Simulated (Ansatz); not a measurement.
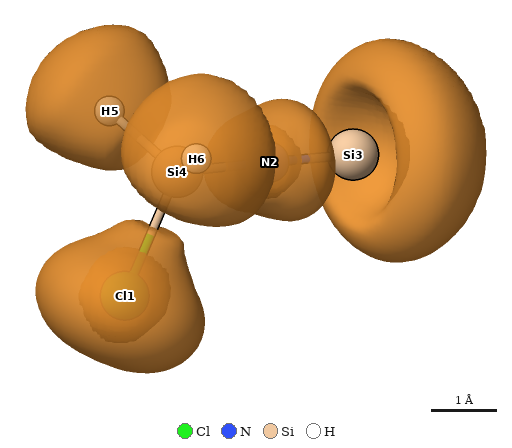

Figure 1: ClH₂NSi₂ (SMILES [Si]=N[SiH2]Cl). Isosurface of the electron localisation function at 0.75 (orange), seen at a tilt. Core shells and regions of very low density are left out.

Geometry: B3LYP/6-31G*.

Theory: isolated molecule in a Gaussian basis; Kohn-Sham density functional theory, functional PBE0 in Ansatz.

```yaml
atoms:
  - { symbol: Cl, position_ang: [-0.0171, 0.9482, -0.8244] }
  - { symbol: N, position_ang: [-2.1134, -0.9420, -2.1846] }
  - { symbol: Si, position_ang: [-3.3873, -0.8872, -3.1133] }
  - { symbol: Si, position_ang: [-0.7338, -0.9801, -1.1806] }
  - { symbol: H, position_ang: [0.3735, -1.7261, -1.8229] }
  - { symbol: H, position_ang: [-1.0540, -1.5591, 0.1450] }
```

Q: Describe the localisation domains.

A: At this value the surface marks out two regions around hydrogen nuclei, one region on Cl in which the atom's valence shell and bonds are merged, one region on N in which the atom's valence shell and bonds are merged and one lobe on Si, pointing away from the bonds (lone pairs).

Values along the shortest contacts:
Si–N (1.58 Å): the ELF peaks at about 0.85 between the atoms; a polar covalent bond. Si–Cl (2.09 Å): the ELF peaks at about 0.90 between the atoms; a polar covalent bond.
